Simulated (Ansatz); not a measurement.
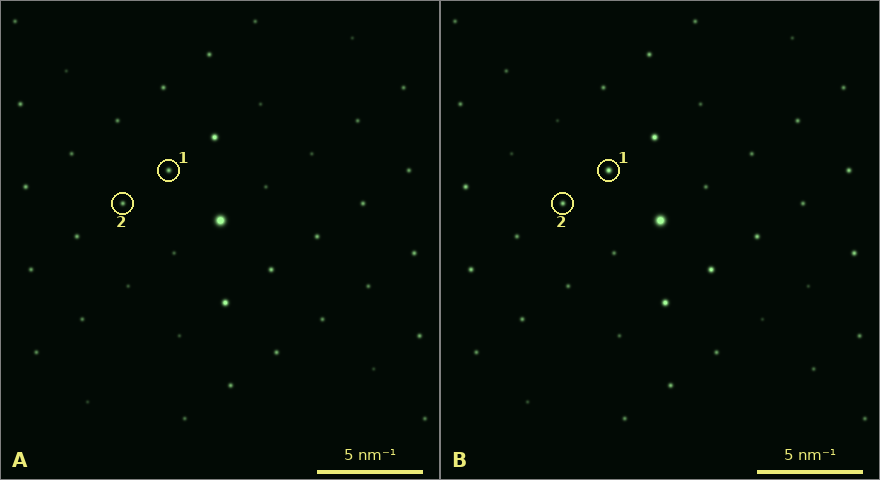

Kinematic electron diffraction patterns (120 kV, B = 0.5 Å², same scale) along [101] of the run's own cell, for the start and the end of one relaxation of HfAg2S2 with DFT, PAW plane waves, r2scan, spin-orbit in Ansatz 0.2.0. k mesh 5×5×5. The start is a generated model structure, and the relaxation ends in the nearest stationary point of its symmetry, not necessarily the ground state. Spot 1 is -1 0 1 and spot 2 is -1 -1 1 in both.

Start structure:

```
Hf Ag S
1.0
     0.00000    3.84549    0.00000
     3.84549    0.00000    0.00000
     1.92275    1.92275   -6.81068
Hf Ag S
1 2 2
Cartesian
  0.0000 0.0000 0.0000
  1.9227 3.8455 -3.4053
  3.8455 1.9227 -3.4053
  1.9227 1.9227 -1.9070
  3.8455 3.8455 -4.9037
```

Q: Which pattern belongs to the start structure, and which to the relaxed one?

A: B is the start: its cell gives d(1) = 2.934 Å, d(2) = 2.125 Å and an angle of 34.4°. The spot positions hardly differ, so the intensities decide: those computed from the start structure match B, and A is the relaxed structure.

Q: Name reflections whose intensity changes strongly on relaxation.

A: 1 0 -1 goes from 68 to 25 % of the strongest spot; 0 3 0 goes from 11 to 4.5 % of the strongest spot.

Q: What did the relaxation do to the structure and the energy?

A: The cell was held fixed; with the mean shift removed, the atoms moved by up to 0.54 Å relative to the cell (S most); the space group stayed I4/mmm (No. 139); the free energy fell by 510 meV an atom.
